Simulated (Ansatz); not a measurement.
## Electronic structure of CH11N3Si2 in real space

Input file:

```
crystal:
  periodic: [false, false, false]
  atoms:
    - { symbol: C, position_ang: [0.1912, -1.8634, -1.864] }
    - { symbol: Si, position_ang: [0.8983, -1.3687, -0.2545] }
    - { symbol: Si, position_ang: [-0.0971, 0.5424, 0.528] }
    - { symbol: "N", position_ang: [0.5761, 1.2729, 1.9353] }
    - { symbol: "N", position_ang: [-0.0944, 1.9202, -0.4086] }
    - { symbol: "N", position_ang: [-1.6816, 0.5706, 0.9637] }
    - { symbol: H, position_ang: [0.3131, -1.0264, -2.6159] }
    - { symbol: H, position_ang: [0.6311, -2.7158, -2.2818] }
    - { symbol: H, position_ang: [-0.9291, -1.9785, -1.7371] }
    - { symbol: H, position_ang: [2.3709, -1.172, -0.4036] }
    - { symbol: H, position_ang: [0.7041, -2.4842, 0.7326] }
    - { symbol: H, position_ang: [1.5076, 1.0479, 2.0729] }
    - { symbol: H, position_ang: [0.4585, 2.2882, 1.7217] }
    - { symbol: H, position_ang: [-0.2494, 1.6829, -1.3501] }
    - { symbol: H, position_ang: [-0.9757, 2.3727, -0.1513] }
    - { symbol: H, position_ang: [-2.16116, -0.07619, 0.29564] }
    - { symbol: H, position_ang: [-2.06079, 1.46805, 0.71922] }
basis:
  gaussian: { orbitals: "6-31G" }
hamiltonian:
  xc: pbe0
relax:
  f_tol: 0.015
  max_steps: 40
output:
  orbitals: {}
```

Command:

```sh
ansatz run input.yaml --threads 1 --pin off --max-ram 2048MiB --backend cpu --events-out ev --progress --plain --runs-dir out
```

The fields are those of the relaxed geometry.

Level of theory: Ansatz, RKS PBE0/6-31G.

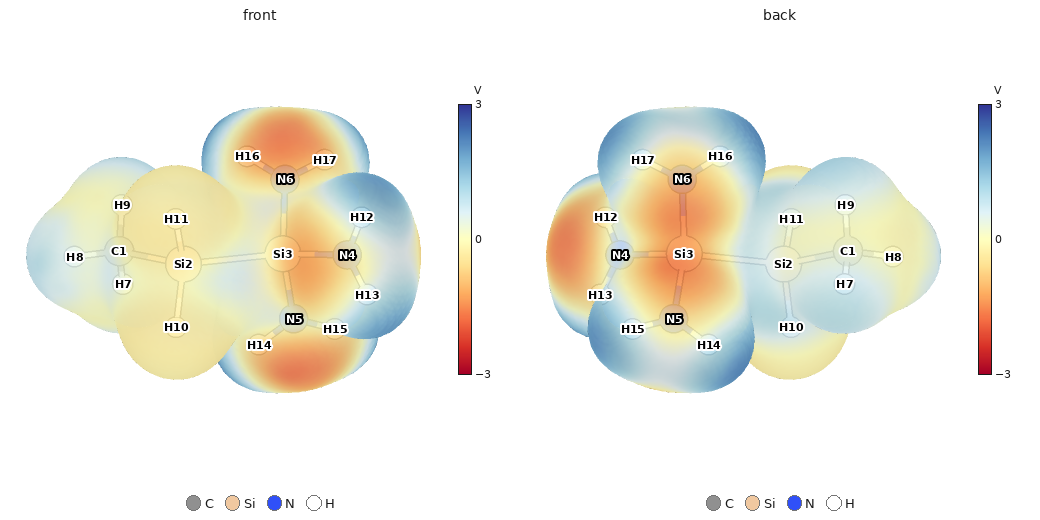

Figure 1. The electrostatic potential painted on the density surface at 0.004 e/bohr³, seen from the front and from behind; red is negative and blue positive.

Where is the surface potential most negative and most positive?

Answer. The most negative region (about −1.6 V, or −37 kcal/mol for a unit charge) lies over N4, N5 and N6, the most positive (about +2.1 V, or +48 kcal/mol for a unit charge) over H14 and H16.

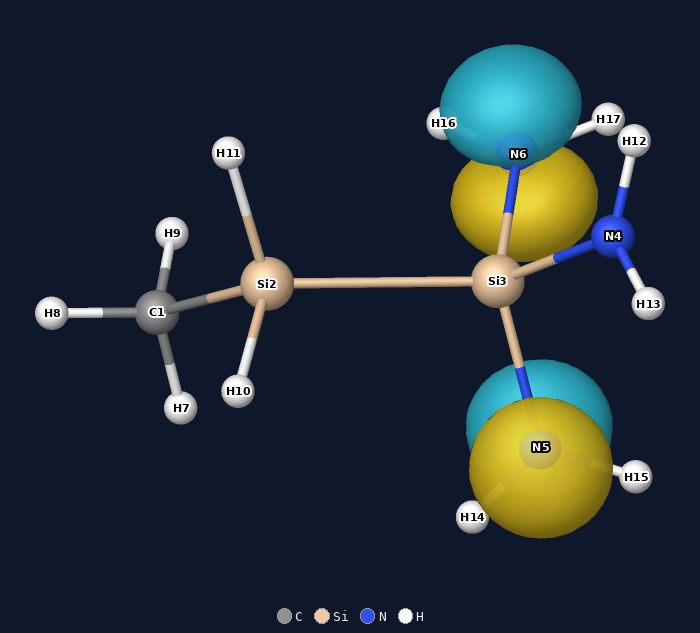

Figure 2. The HOMO−1 at ±0.2 Å⁻³ᐟ² (yellow and cyan are the two phases), seen at a tilt.

Where does this orbital lie, and at what energy?

Answer. Its weight (Hirshfeld) is mainly on N5 (about 40 %) and N6 (about 40 %); largely a combination of lone pairs on N5 and N6. Its energy is −6.44 eV.

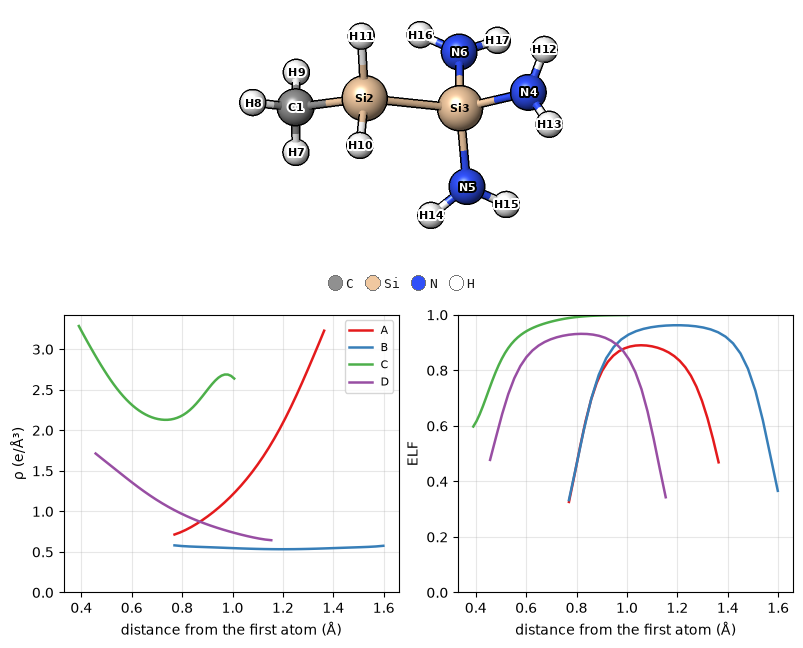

Figure 3. Electron density and electron localisation function along straight lines between neighbouring atoms. The curves leave out the atomic cores. The structure is drawn too.

Which curve belongs to which contact (C–Si, N–H, Si–N and Si–Si)? The first atom named is at distance zero.

Answer. Curve A: Si–N (1.76 Å): ρ at the midpoint is about 0.89 e/Å³; the ELF peaks at about 0.90 between the atoms, as expected for a shared but strongly polarised pair. Curve B: Si–Si (2.37 Å): ρ is about 0.53 e/Å³ halfway; the ELF peaks at about 0.95 between the atoms; a shared electron pair. Curve C: N–H (1.01 Å): ρ at the midpoint is about 2.7 e/Å³; the ELF climbs to about 1 towards the hydrogen, as it does in any bond to H (an ordinary covalent bond to hydrogen). Curve D: C–Si (1.92 Å): the density is about 0.78 e/Å³ at the midpoint; the ELF peaks at about 0.95 between the atoms (a shared electron pair).
